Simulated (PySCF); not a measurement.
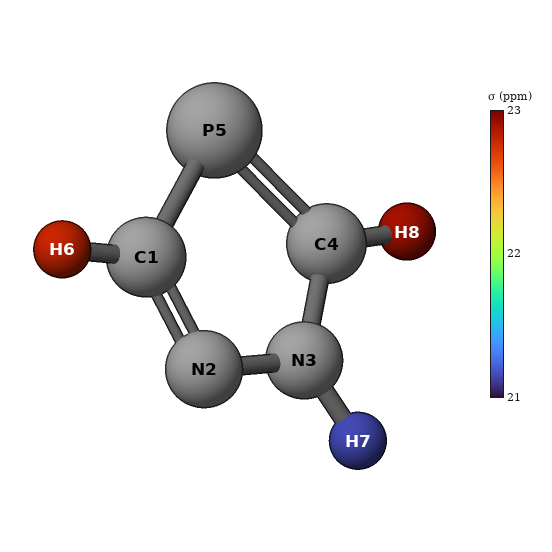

Atoms are coloured by their isotropic NMR shieldings (H only, the others grey). The geometry was computed by an optimisation with GFN2-xTB. No frequency run is at hand to confirm it as a minimum. Level of theory: GIAO PBE0/pcSseg-1 NMR shielding, non-relativistic, gas phase (PySCF 2.14.0).

List the isotropic NMR shieldings of the H atoms.

```
atom  σ (ppm)
  H6    22.80
  H7    21.15
  H8    22.90
```

The geometry is semi-empirical. Around P such bond lengths and angles can be off by a tenth of an ångström or more and by several degrees, and values that hang on the shape move with them.
